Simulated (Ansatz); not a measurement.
Input

```
crystal:
  periodic: [false, false, false]
  atoms:
    - {symbol: O, position_ang: [1.078413, 1.460633, 0.268817]}
    - {symbol: C, position_ang: [0.609988, 0.234984, -0.085814]}
    - {symbol: F, position_ang: [1.559452, -0.429612, -0.840538]}
    - {symbol: N, position_ang: [-0.703221, 0.147068, -0.658260]}
    - {symbol: Si, position_ang: [-0.642674, -0.793755, 0.795602]}
    - {symbol: H, position_ang: [0.997473, 2.052319, -0.490903]}
    - {symbol: H, position_ang: [-0.806483, -0.105703, -1.631183]}
    - {symbol: H, position_ang: [-0.495751, -2.264254, 0.717402]}
    - {symbol: H, position_ang: [-1.508596, -0.347981, 1.907776]}
basis:
  gaussian: {orbitals: def2-TZVPP}
hamiltonian: {xc: pbe0, dispersion: d4}
output: {orbitals: {seedname: orbitals}}
```

Launched as:

```sh
ansatz run in.yaml --threads 2 --pin off --events-out ev --progress --plain --max-ram 4352MiB
```

Geometry: PBE0-D4/def2-TZVP.

Computed with RKS PBE0-D4/def2-TZVPP (Ansatz 0.2.0).

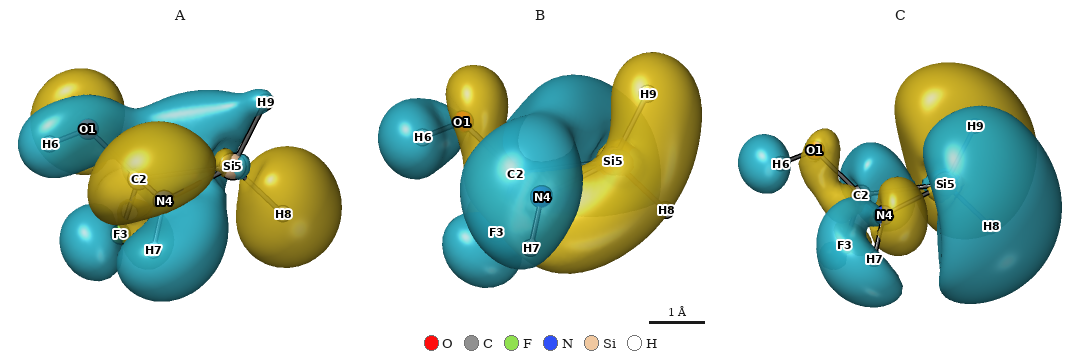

CH4FNOSi (SMILES OC1(F)N[SiH2]1). Three frontier orbitals at ±0.06 Å⁻³ᐟ² (yellow and cyan are the two phases), in no order.

> Which picture is the HOMO−1, the HOMO and the LUMO?

A is the HOMO−1 (−8.56 eV). Its weight (Hirshfeld) is mainly on N4 (about 30 %), O1 (about 15 %), C2 (about 15 %), Si5 (about 15 %), F3 (about 10 %) and H8 (about 10 %). B is the HOMO (−7.32 eV). By Hirshfeld shares it lies mainly on N4 (about 30 %), Si5 (about 25 %), C2 (about 20 %), F3 (about 10 %) and O1 (about 10 %). C is the LUMO (−0.61 eV). By Hirshfeld shares it lies mainly on Si5 (about 60 %), C2 (about 10 %), N4 (about 10 %), H9 (about 5 %) and H8 (about 5 %).

> What is the HOMO–LUMO gap?

6.71 eV between the orbital energies.
